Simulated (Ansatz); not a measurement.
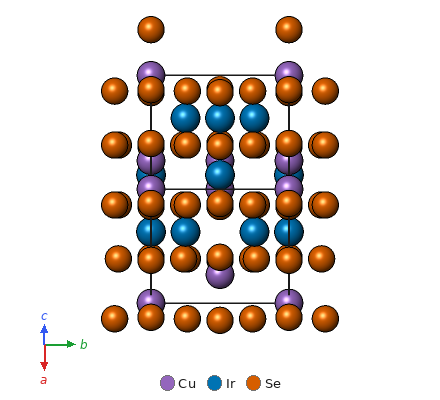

The structure, seen along [101]; the drawing may span several cells.

Given this structure, the geometry relaxed (final pressure about 3.1 GPa) with DFT, PAW plane waves, r2scan (Ansatz 0.2.0); the starting structure was generated, so it need not be a known form of this composition, written in its standard cell:

```cif
data_structure
_symmetry_space_group_name_H-M 'I4_1/amd:1'
_symmetry_Int_Tables_number 141
_cell_length_a 7.1757
_cell_length_b 7.1757
_cell_length_c 10.4802
_cell_angle_alpha 90.000
_cell_angle_beta 90.000
_cell_angle_gamma 90.000
_cell_volume 539.62
loop_
_atom_site_label
_atom_site_type_symbol
_atom_site_symmetry_multiplicity
_atom_site_Wyckoff_symbol
_atom_site_fract_x
_atom_site_fract_y
_atom_site_fract_z
_atom_site_occupancy
Cu1 Cu 4 a 0.00000 0.00000 0.00000 1
Ir1 Ir 8 d 0.50000 0.75000 0.12500 1
Se1 Se 16 h 0.00000 0.23651 0.38822 1
```

What does the kinematic electron diffraction pattern along [101] look like at 120 kV (B = 0.8 Å²)?

The spots form a rectangular net whose two shortest vectors correspond to d = 5.92 Å and 3.59 Å, 90.0° apart. They are 1 0 -1 and 0 2 0. The pattern has symmetry 2mm. The lattice centring (I) removes all reflections that break h + k + l = 2n; a glide plane extinguishes reflections such as 2 -2 -2, 2 2 -2; reflections such as 2 -4 -2, 2 4 -2 are allowed but too weak to see at this display level.

Strongest reflections with d > 1.20 Å, one of each family (|F|² from tabulated Gaussian fits of the electron scattering factors, times a small damping for the curvature of the Ewald sphere):

```tsv
hkl	d (Å)	I (strongest = 100)
0 4 0	1.794	100
4 0 -4	1.480	38
1 2 -1	3.068	19
1 0 -1	5.921	14
3 0 -3	1.974	3
1 4 -1	1.717	3
```

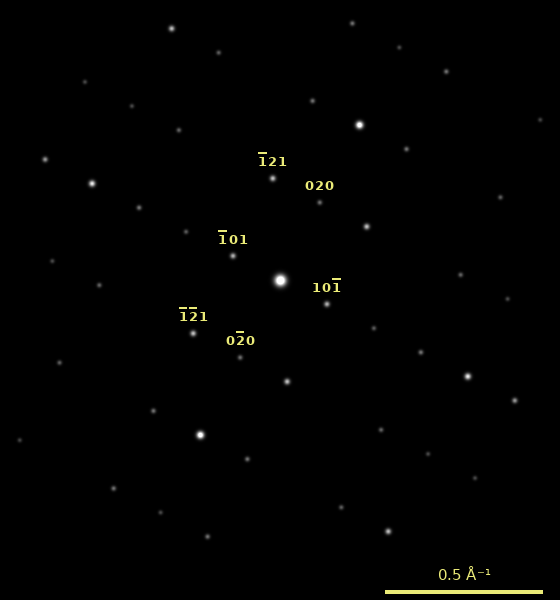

Calculated pattern, seen from the source side with [101] pointing towards the source.
